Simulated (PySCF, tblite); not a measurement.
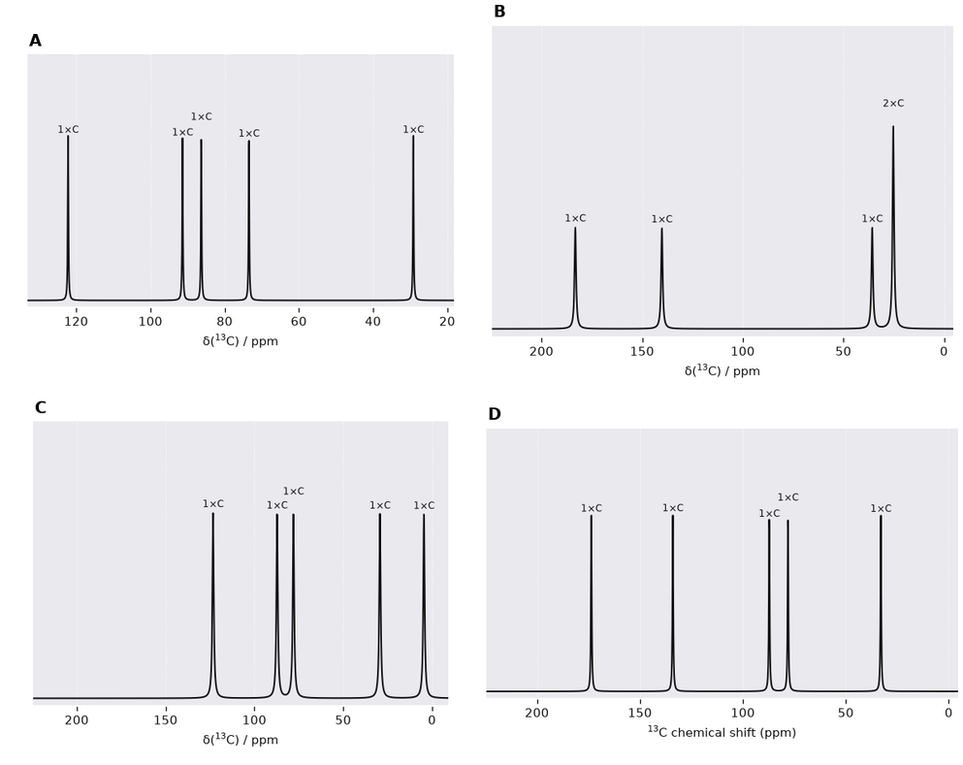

GIAO shifts, PBE0/pcSseg-1 with PySCF, at a GFN2-xTB geometry (a minimum by its frequencies), against TMS for ¹³C computed at the same level. Gas phase, fully decoupled, line heights follow the number of nuclei, widths are arbitrary (no quadrupolar broadening); values of one conformer, averaged over nuclei that symmetry or rotation about single bonds exchange, these motions taken as fast; other conformers aren't averaged in.

Question: Assign the panels.
1. C₅H₅F₃, SMILES FCC#CCC(F)F
2. C₅H₆F₂, SMILES CC#CCC(F)F
3. C₅H₁₁B, SMILES B/C=C\C(C)C
4. C₅H₆BF₃Si, SMILES B[C@H](C#C)[SiH2]C(F)=C(F)F

Answer: A: 1 (122.2 (1 C), 91.4 (1 C), 86.3 (1 C), 73.5 (1 C), 29.2 (1 C) ppm)
B: 3 (183.2 (1 C), 140.2 (1 C), 35.7 (1 C), 25.2 (2 C) ppm)
C: 2 (123.3 (1 C), 87.2 (1 C), 78.0 (1 C), 29.3 (1 C), 4.5 (1 C) ppm)
D: 4 (173.6 (1 C), 134.0 (1 C), 87.2 (1 C), 78.1 (1 C), 33.0 (1 C) ppm)

Limits of at least one run: the tight-binding geometry is rougher than a DFT one and adds to the error.
